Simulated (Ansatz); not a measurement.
# C5HAlCl2F6O2: how energies converge with the basis set

Aim: see how fast density functionals converge with the basis set for C5HAlCl2F6O2.

The runs use Ansatz 0.2.0, Gaussian basis; one geometry, several basis sets.

The runs, in order: PBE0-D4/def2-SVP; ωB97M-V/def2-SVP; PBE0-D4/def2-QZVPP; ωB97M-V/def2-QZVPP; the functionals' def2-TZVPP values are taken from earlier runs.

## Step 1: Structure used throughout

All runs share one geometry, relaxed beforehand with PBE0-D4 in a triple-zeta def2 set.

17 atoms, charge 0, spin multiplicity 1.

Atoms are counted from 1 here; the program's logs count them from 0.

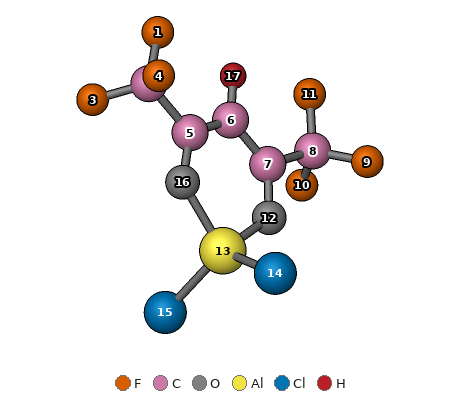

The geometry (fluorine orange, carbon pink, oxygen grey, aluminium yellow, chlorine blue, hydrogen red); atoms are numbered from 1 in the order of the file.

## Step 2: PBE0-D4 in def2-SVP

Contents of in.yaml:

```yaml
crystal:
  periodic: [false, false, false]
  atoms:
    - {symbol: F, position_ang: [-0.076146, 3.153762, 0.636177]}
    - {symbol: C, position_ang: [-1.146202, 2.377158, 0.490648]}
    - {symbol: F, position_ang: [-1.881981, 2.856017, -0.504788]}
    - {symbol: F, position_ang: [-1.857299, 2.425870, 1.610628]}
    - {symbol: C, position_ang: [-0.755054, 0.923495, 0.191437]}
    - {symbol: C, position_ang: [0.583558, 0.565313, 0.115767]}
    - {symbol: C, position_ang: [0.930926, -0.751196, -0.152574]}
    - {symbol: C, position_ang: [2.409495, -1.154461, -0.235899]}
    - {symbol: F, position_ang: [2.671775, -2.079994, 0.678737]}
    - {symbol: F, position_ang: [2.668730, -1.654645, -1.437715]}
    - {symbol: F, position_ang: [3.214395, -0.116015, -0.028353]}
    - {symbol: O, position_ang: [0.134653, -1.710166, -0.346525]}
    - {symbol: Al, position_ang: [-1.685986, -1.628124, -0.329542]}
    - {symbol: Cl, position_ang: [-2.418462, -2.700006, 1.301495]}
    - {symbol: Cl, position_ang: [-2.417721, -1.970495, -2.251370]}
    - {symbol: O, position_ang: [-1.744349, 0.156325, 0.036590]}
    - {symbol: H, position_ang: [1.350667, 1.306761, 0.265288]}
basis:
  gaussian: {orbitals: def2-SVP}
hamiltonian: {xc: pbe0, dispersion: d4}
output: {orbitals: {seedname: orbitals}}
```

Run with:

```console
$ ansatz run in.yaml --threads 11 --pin off --events-out ev --progress --plain --max-ram 166912MiB --backend cpu
```

The log of the run:

```text
Functional definition: PBE0
  name "PBE0"
  cite "Adamo & Barone, J. Chem. Phys. 110, 6158 (1999) doi:10.1063/1.478522"
  cite "Perdew, Burke & Ernzerhof, Phys. Rev. Lett. 77, 3865 (1996) doi:10.1103/PhysRevLett.77.3865"
  parent pbe
  parameter a = 0.25
  parameter kappa = 0.804
  parameter beta = 0.06672455060314922
  exchange = (1 - a)*pbe_x(kappa = kappa, mu = beta*pi^2/3) + a*exact_x
  correlation = pbe_c(beta = beta)
2289 factors; integrals over basis functions are off by at most 1.3e-3 eV
mean field evaluation 1: about -57170.3090 eV, gradient 7.1e1 eV
mean field evaluation 2: about -57162.7733 eV, gradient 9.9e1 eV
mean field evaluation 4: about -57178.6150 eV, gradient 5.0e0 eV
mean field evaluation 8: about -57179.2735 eV, gradient 6.9e-1 eV
mean field evaluation 16: about -57179.2750 eV, gradient 2.0e-4 eV
mean field -57179.27495672 eV, -2101.2995971549 hartree, gradient 5.0e-5 eV, S^2 0.000000; 0 other end points of the search recorded, 0 dependent functions left out
reference -57179.27498482 eV, -2101.2995981873 hartree; 74, 74 occupied and 167, 167 virtual orbitals, 2289 factors
Total energy: -57179.83258135 eV, -2101.3200894822 hartree
```

It took 2.7 s on 11 threads of AMD EPYC 7R13, shared host; peak memory 1.1 GiB.

## Step 3: ωB97M-V in def2-SVP

in.yaml: that of step 2 with these lines changed.

```diff
@@ -22,3 +22,3 @@
   gaussian: {orbitals: def2-SVP}
-hamiltonian: {xc: pbe0, dispersion: d4}
+hamiltonian: {xc: {name: wB97M-V}}
 output: {orbitals: {seedname: orbitals}}
```

The command is unchanged.

The log of the run, shortened:

```text
Functional definition: wB97M-V
  name "wB97M-V"
  cite "Mardirossian & Head-Gordon, J. Chem. Phys. 144, 214110 (2016) doi:10.1063/1.4952647"
  cite "Becke, J. Chem. Phys. 107, 8554 (1997) doi:10.1063/1.475007"
  cite "Vydrov & Van Voorhis, J. Chem. Phys. 133, 244103 (2010) doi:10.1063/1.3521275"
  # Of w^i u^j: cxij and so on, Table III.
[...]
  gx(w, u) = 1 - cx + cx01*u + cx10*w
  gss(w, u) = css00 + css04*u^4 + css10*w + css20*w^2 + css43*w^4*u^3
  gos(w, u) = cos00 + cos10*w + (cos20 + cos21*u)*w^2 + (cos60 + cos61*u)*w^6
[...]
      + integral(e_c_pw_mod_opposite_spin*gos(b97_w_opposite, b97_u_opposite)) + vv10(b, c)
2289 factors; integrals over basis functions are off by at most 1.3e-3 eV
471 factors; integrals over basis functions are off by at most 5.3e-6 eV
[...]
mean field -57208.47185290 eV, -2102.3725632993 hartree, gradient 4.8e-5 eV, S^2 0.000000; 0 other end points of the search recorded, 0 dependent functions left out
reference -57208.47189885 eV, -2102.3725649876 hartree; 74, 74 occupied and 167, 167 virtual orbitals, 2289 factors
Total energy: -57208.47189885 eV, -2102.3725649876 hartree
```

Run time: 7.5 s. Hardware: 11 threads of AMD EPYC 7R13, shared host; peak memory 1.6 GiB.

## Step 4: PBE0-D4 in def2-QZVPP

in.yaml: that of step 3 with these lines changed.

```diff
@@ -21,4 +21,4 @@
 basis:
-  gaussian: {orbitals: def2-SVP}
-hamiltonian: {xc: {name: wB97M-V}}
+  gaussian: {orbitals: "def2-QZVPP.json"}
+hamiltonian: {xc: pbe0, dispersion: d4}
 output: {orbitals: {seedname: orbitals}}
```

Run with:

```console
$ ansatz run in.yaml --threads 11 --pin off --events-out ev --progress --plain --max-ram 166912MiB --backend cuda --devices 0, --max-vram 75GiB
```

The log of the run:

```text
Functional definition: PBE0
  name "PBE0"
  cite "Adamo & Barone, J. Chem. Phys. 110, 6158 (1999) doi:10.1063/1.478522"
  cite "Perdew, Burke & Ernzerhof, Phys. Rev. Lett. 77, 3865 (1996) doi:10.1103/PhysRevLett.77.3865"
  parent pbe
  parameter a = 0.25
  parameter kappa = 0.804
  parameter beta = 0.06672455060314922
  exchange = (1 - a)*pbe_x(kappa = kappa, mu = beta*pi^2/3) + a*exact_x
  correlation = pbe_c(beta = beta)
3512 factors; their error is unknown
mean field evaluation 1: about -57212.7404 eV, gradient 8.0e1 eV
mean field evaluation 2: about -57205.4494 eV, gradient 1.1e2 eV
mean field evaluation 4: about -57222.4018 eV, gradient 6.3e0 eV
mean field evaluation 8: about -57222.4767 eV, gradient 4.7e-1 eV
mean field evaluation 16: about -57222.5207 eV, gradient 2.1e-3 eV
mean field -57222.52066829 eV, -2102.8888477421 hartree, gradient 2.9e-5 eV, S^2 0.000000; 0 other end points of the search recorded, 0 dependent functions left out
reference -57222.52071258 eV, -2102.8888493697 hartree; 74, 74 occupied and 907, 907 virtual orbitals, 3512 factors
Total energy: -57223.07830912 eV, -2102.9093406645 hartree
```

It took 3.7 s on 1 × H100 with 11 threads of AMD EPYC 7R13, shared host; peak host memory 1.6 GiB.

## Step 5: ωB97M-V in def2-QZVPP

in.yaml: that of step 4 with these lines changed.

```diff
@@ -22,3 +22,3 @@
   gaussian: {orbitals: "def2-QZVPP.json"}
-hamiltonian: {xc: pbe0, dispersion: d4}
+hamiltonian: {xc: {name: wB97M-V}}
 output: {orbitals: {seedname: orbitals}}
```

Launched as before.

The log of the run, shortened:

```text
Functional definition: wB97M-V
  name "wB97M-V"
  cite "Mardirossian & Head-Gordon, J. Chem. Phys. 144, 214110 (2016) doi:10.1063/1.4952647"
  cite "Becke, J. Chem. Phys. 107, 8554 (1997) doi:10.1063/1.475007"
  cite "Vydrov & Van Voorhis, J. Chem. Phys. 133, 244103 (2010) doi:10.1063/1.3521275"
  # Of w^i u^j: cxij and so on, Table III.
[...]
  gx(w, u) = 1 - cx + cx01*u + cx10*w
  gss(w, u) = css00 + css04*u^4 + css10*w + css20*w^2 + css43*w^4*u^3
  gos(w, u) = cos00 + cos10*w + (cos20 + cos21*u)*w^2 + (cos60 + cos61*u)*w^6
[...]
      + integral(e_c_pw_mod_opposite_spin*gos(b97_w_opposite, b97_u_opposite)) + vv10(b, c)
3437 factors; their error is unknown
621 factors; integrals over basis functions are off by at most 1.4e-5 eV
[...]
mean field -57252.00305405 eV, -2103.9723054349 hartree, gradient 6.0e-5 eV, S^2 0.000000; 0 other end points of the search recorded, 0 dependent functions left out
reference -57252.00312623 eV, -2103.9723080876 hartree; 74, 74 occupied and 907, 907 virtual orbitals, 3437 factors
Total energy: -57252.00312623 eV, -2103.9723080876 hartree
```

Wall time 5.5 s (1 × H100 with 11 threads of AMD EPYC 7R13, shared host); peak host memory 1.8 GiB.

## Step 6: Functionals by basis

The def2-TZVPP values come from earlier runs at the same geometry.

| functional | basis | functions | energy (eV) | from the largest (eV) | HOMO (eV) | LUMO (eV) |
| --- | --- | --- | --- | --- | --- | --- |
| PBE0-D4 | def2-SVP | 241 | -57179.8326 | 43.246 | -8.80 | -3.95 |
| PBE0-D4 | def2-TZVPP | 543 | -57220.8632 | 2.215 | -8.91 | -3.99 |
| PBE0-D4 | def2-QZVPP | 981 | -57223.0783 | 0.000 | -8.94 | -4.03 |
| ωB97M-V | def2-SVP | 241 | -57208.4719 | 43.531 | -10.95 | -1.78 |
| ωB97M-V | def2-TZVPP | 543 | -57249.9269 | 2.076 | -11.09 | -1.87 |
| ωB97M-V | def2-QZVPP | 981 | -57252.0031 | 0.000 | -11.13 | -1.92 |

## Step 7: Outcome

| quantity | value |
| --- | --- |
| PBE0-D4: double and triple zeta above quadruple | 43.25, 2.22 eV |
| ωB97M-V: double and triple zeta above quadruple | 43.53, 2.08 eV |

For PBE0-D4 the step from double to triple zeta gains 41.03 eV and the next only 2.22 eV. These are total energies; as a rule much of such shifts cancels in differences, which this series doesn't test.
